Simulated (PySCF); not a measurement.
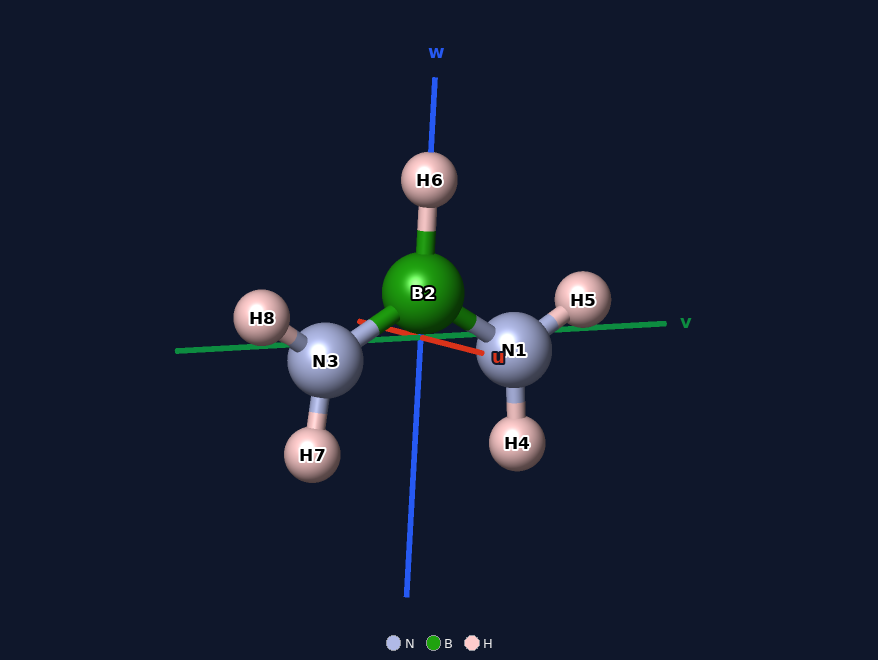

The lines u, v and w are the principal axes of the static dipole polarisability. The geometry was computed by an optimisation with PBE0-D3(BJ)/def2-SVP. No frequency run is at hand to confirm it as a minimum. Computed with PBE0/6-31+G* (PySCF 2.14.0).

> Along which axis is the molecule most polarisable, and along which least?

Most along v (in the molecular plane), least along u (normal to the molecular plane).

> Give the three principal values.

u 24.8, v 37.1, w 30.0 bohr³; mean 30.7, anisotropy 10.7 bohr³.
